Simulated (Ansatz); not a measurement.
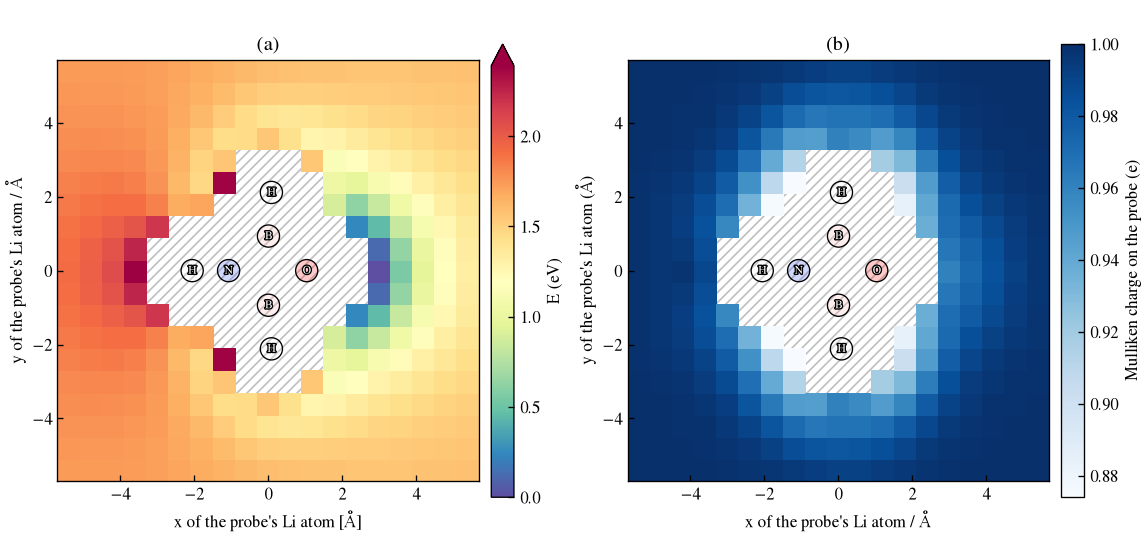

B₂H₃NO (SMILES B1NBO1) with the probe Li+. 
- The probe is moved over the molecule's main plane.
- First axis: x of the probe's Li atom. Second axis: y of the probe's Li atom.
- Nothing is relaxed (molecule and probe rigid).
- The grid has 19 × 19 points; 150 points were computed and 141 follow by symmetry. At 70 points there is no value (left out of the scan, as a rule where atoms come close).
- Energies: eV, counted from the lowest grid point.
- Computed with RHF/def2-TZVP (Ansatz 0.2.0).

Panel (a) is the energy and panel (b) the computed Mulliken charge on the probe on the same grid.

The picture shows one coloured cell a grid point, labelled circles for the molecule's atoms, projected on the plane, one colour for all values above the top of the scale, hatched blanks where no value was computed.

How does the Mulliken charge on the probe vary over the map, and what is it at the lowest grid point?

Leaving out the highest fifth of the energies, it runs from 0.88 e at x of the probe's Li atom = −1.8 Å, y of the probe's Li atom = −1.8 Å [nearest 1 H at 1.82 Å] to 1.00 e at x of the probe's Li atom = −5.4 Å, y of the probe's Li atom = −5.4 Å. At the lowest grid point, x of the probe's Li atom = 3.0 Å, y of the probe's Li atom = 0.0 Å [nearest 1 O at 1.95 Å], it is 0.96 e.

| y of the probe's Li atom ↓, x of the probe's Li atom → | −5.4 | −4.2 | −3.0 | −1.8 | −0.6 | 0.6 | 1.8 | 3.0 | 4.2 | 5.4 |
| --- | --- | --- | --- | --- | --- | --- | --- | --- | --- | --- |
| 4.8 | 1.00 | 1.00 | 1.00 | 0.99 | 0.98 | 0.98 | 0.99 | 1.00 | 1.00 | 1.00 |
| 3.6 | 1.00 | 1.00 | 0.99 | 0.96 | 0.95 | 0.96 | 0.96 | 0.99 | 1.00 | 1.00 |
| 2.4 | 1.00 | 1.00 | 0.98 | 0.91 | – | – | 0.90 | 0.98 | 0.99 | 1.00 |
| 1.2 | 1.00 | 0.99 | 0.96 | – | – | – | – | 0.97 | 0.99 | 1.00 |
| 0.0 | 1.00 | 1.00 | – | – | – | – | – | 0.96 | 0.98 | 1.00 |
| −1.2 | 1.00 | 0.99 | 0.96 | – | – | – | – | 0.97 | 0.99 | 1.00 |
| −2.4 | 1.00 | 1.00 | 0.98 | 0.91 | – | – | 0.90 | 0.98 | 0.99 | 1.00 |
| −3.6 | 1.00 | 1.00 | 0.99 | 0.96 | 0.95 | 0.96 | 0.96 | 0.99 | 1.00 | 1.00 |
| −4.8 | 1.00 | 1.00 | 1.00 | 0.99 | 0.98 | 0.98 | 0.99 | 1.00 | 1.00 | 1.00 |

The table holds every second grid line.
